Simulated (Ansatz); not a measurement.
# BP, pressure series

Start from BP in the zinc blende structure (space group F-43m, No. 216).

```yaml
crystal:
  lattice:
    - [0.00000, 2.26829, 2.26829]
    - [2.26829, 0.00000, 2.26829]
    - [2.26829, 2.26829, 0.00000]
  atoms:
    - { symbol: P, position: [0.25000, 0.25000, 0.25000] }
    - { symbol: B, position: [0.00000, 0.00000, 0.00000] }
```

Cell and atoms are relaxed at each pressure.

The values are results of r2SCAN (Ansatz, an electronic-structure program), no spin-orbit coupling, not measurements.

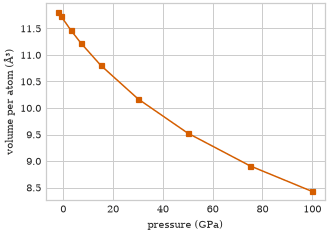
Figure: Volume against pressure

Estimate the zero-pressure bulk modulus from the plot.

About 170 GPa; a third-order Birch–Murnaghan fit to the points gives V₀ = 11.67 Å³/atom, B₀ = 170 GPa and B₀′ = 3.7.

Measured bulk modulus of BP: 176.5 GPa (static lattice; corrected from measurement; as listed in Tamar Goldzak et al., The Journal of Chemical Physics (2022)); the computed value is 4 % below it.

Load acts through the strain it causes; cell and atoms are relaxed under it. Whether these cells are dynamically stable was not tested. No other phases were tried under pressure.
